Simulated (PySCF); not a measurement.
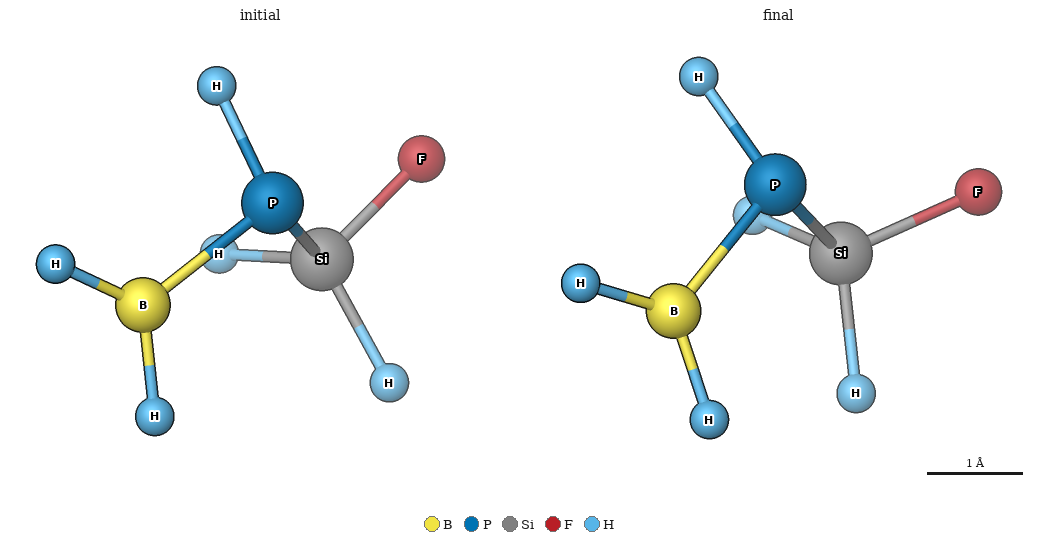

The structure of BSiPH$_{5}$F before (left) and after (right) a relaxation, at one scale.

The picture is a ball-and-stick view, seen from a free direction.

The start comes from GFN2-xTB. Its atoms were then displaced at random by about 0.01 Å.

The calculation used PySCF, PBE0-D3(BJ)/def2-SVP geometry optimisation, gas phase. 

**What changed between the two?**

The largest move after the best rigid fit is that of an H atom, 0.56 Å. By element the largest moves are H 0.56 Å, F 0.54 Å, P 0.28 Å, B 0.14 Å, Si 0.06 Å. Some distances before and after: F–Si 1.565 → 1.626 Å, B–H 1.155 → 1.205 Å, H–P 1.376 → 1.418 Å, H–Si 1.454 → 1.488 Å. Among the angles between lasting bonds that change: P–Si–F 105.4° → 110.0°, P–Si–H 116.3° → 111.9°, B–P–H 104.3° → 108.5°. Groups turn about P–Si by about 35°. After 10 geometry steps the energy has fallen by 5.15 kcal/mol.
